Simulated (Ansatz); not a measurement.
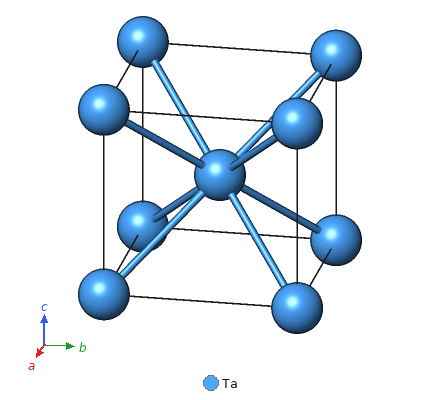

The structure; the drawing may span several cells.

Given this structure, the input geometry of an electronic-structure calculation (not necessarily at equilibrium), written in its standard cell:

```cif
data_structure
_symmetry_space_group_name_H-M 'Im-3m'
_symmetry_Int_Tables_number 229
_cell_length_a 3.2803
_cell_length_b 3.2803
_cell_length_c 3.2803
_cell_angle_alpha 90.000
_cell_angle_beta 90.000
_cell_angle_gamma 90.000
_cell_volume 35.30
loop_
_atom_site_label
_atom_site_type_symbol
_atom_site_symmetry_multiplicity
_atom_site_Wyckoff_symbol
_atom_site_fract_x
_atom_site_fract_y
_atom_site_fract_z
_atom_site_occupancy
Ta1 Ta 2 a 0.00000 0.00000 0.00000 1
```

Q: What does the kinematic electron diffraction pattern along [110] look like at 200 kV (B = 0.8 Å²)?

A: The spots form a rectangular net whose two shortest vectors correspond to d = 2.32 Å and 1.64 Å, 90.0° apart. They are 1 -1 0 and 0 0 2. The pattern has symmetry 2mm. The lattice centring (I) removes all reflections that break h + k + l = 2n.

Strongest reflections with d > 0.80 Å, one of each family (|F|² from tabulated Gaussian fits of the electron scattering factors, times a small damping for the curvature of the Ewald sphere):

```json
{"hkl": "1 -1 0", "d (Å)": "2.320", "I (strongest = 100)": "100"}
{"hkl": "0 0 2", "d (Å)": "1.640", "I (strongest = 100)": "51"}
{"hkl": "1 -1 2", "d (Å)": "1.339", "I (strongest = 100)": "32"}
{"hkl": "2 -2 0", "d (Å)": "1.160", "I (strongest = 100)": "22"}
{"hkl": "2 -2 2", "d (Å)": "0.947", "I (strongest = 100)": "12"}
{"hkl": "0 0 4", "d (Å)": "0.820", "I (strongest = 100)": "7"}
```

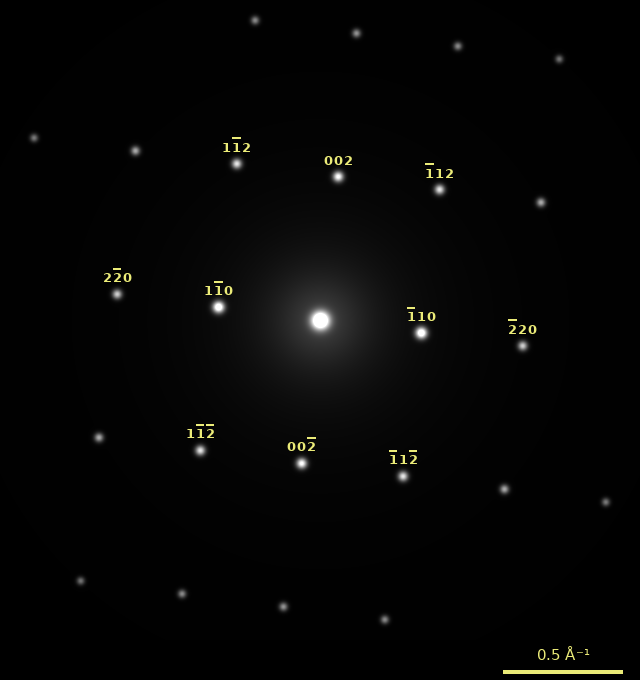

Calculated pattern, seen from the source side with [110] pointing towards the source.
